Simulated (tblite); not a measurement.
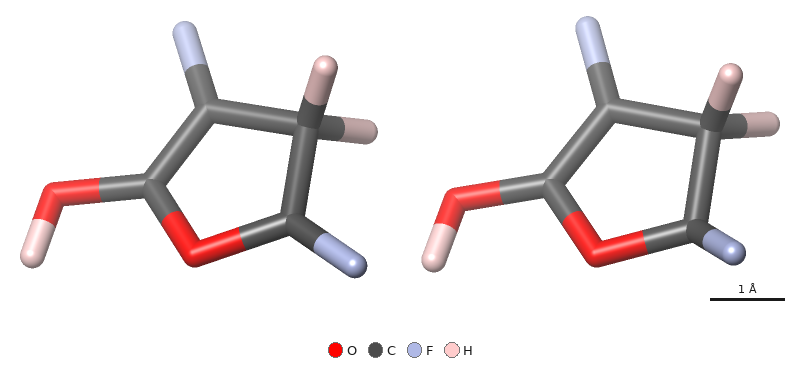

Two geometries of C4H3F2O2 (multiplicity 2), drawn at one scale. One is the start of a relaxation, the other its converged end. The picture is a stick view, seen at a tilt.

These are results of tblite, GFN2-xTB geometry optimisation, gas phase, not measurements. 

> Which one is relaxed?

The right one is the relaxed one. The largest move after the best rigid fit is that of an F atom, 0.37 Å. Largest moves by element: F 0.37 Å, C 0.23 Å, H 0.13 Å, O 0.10 Å. Among the contacts that change: C–O 1.377 → 1.332 Å, C–O 1.386 → 1.362 Å, C–O 1.402 → 1.379 Å, C–F 1.325 → 1.339 Å. Bond angles that change, for instance: F–C–O 123.2° → 112.0°, C–C–F 125.5° → 118.8°, O–C–C 124.6° → 130.8°. After 40 geometry steps the energy has fallen by 32.9 kJ/mol. The run took 0.19 s on 1 thread of Arm Neoverse V1, on a shared host.
